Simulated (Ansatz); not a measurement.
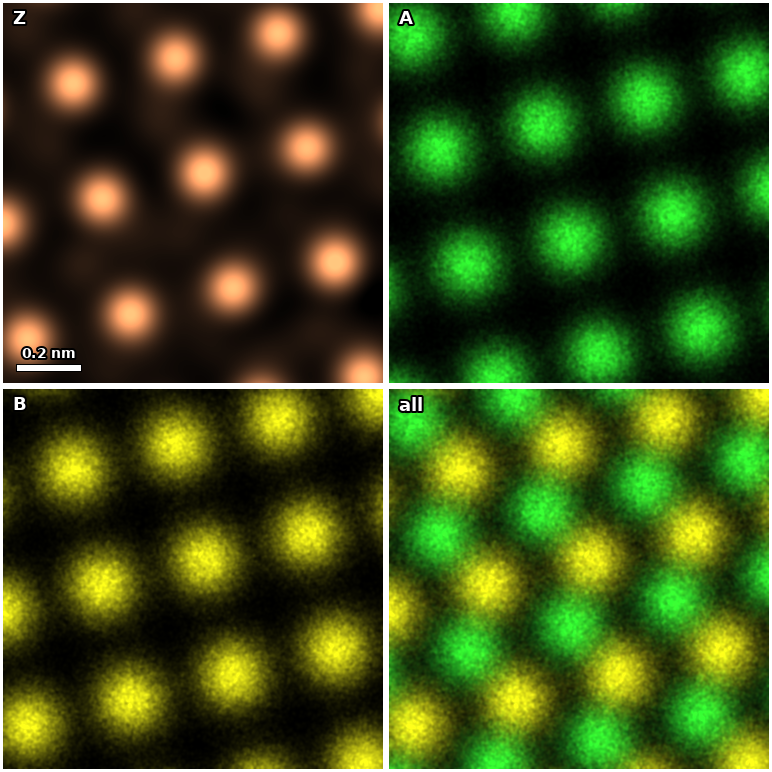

BiP (P-6m2, No. 187) along [100]. Panel Z: Simulated incoherent Z contrast: every atom adds Z^1.6 spread by a probe of 1.30 Å full width; channelling and multiple scattering are left out. The probe carries 25 % of its weight in a tail 2.5 times as wide. The speckle of an amorphous layer was added. The other panels are simulated element maps (the number of atoms of one element along the beam, blurred by 1.7 Å, with counting noise; each on its own scale, no channelling); the last overlays them. Model: the geometry relaxed with DFT PBEsol, scalar-relativistic, plane waves, PAW (Ansatz 0.2.0); the starting structure was generated, so it need not be a known form of this composition.

```cif
data_structure
_symmetry_space_group_name_H-M 'P 1'
_symmetry_Int_Tables_number 1
_cell_length_a 3.8504
_cell_length_b 3.8504
_cell_length_c 3.7439
_cell_angle_alpha 90.000
_cell_angle_beta 90.000
_cell_angle_gamma 120.000
_cell_volume 48.07
loop_
_atom_site_label
_atom_site_type_symbol
_atom_site_fract_x
_atom_site_fract_y
_atom_site_fract_z
_atom_site_occupancy
Bi1 Bi 0.00000 0.00000 0.00000 1
P1 P 0.66667 0.33333 0.50000 1
```

Which element does each lettered map show?

Answer. A: P, B: Bi. The projected cell (3.33 × 3.74 Å, 90°) holds 2 columns: 1 of Bi and 1 of P. No column is shared by two of the mapped elements.
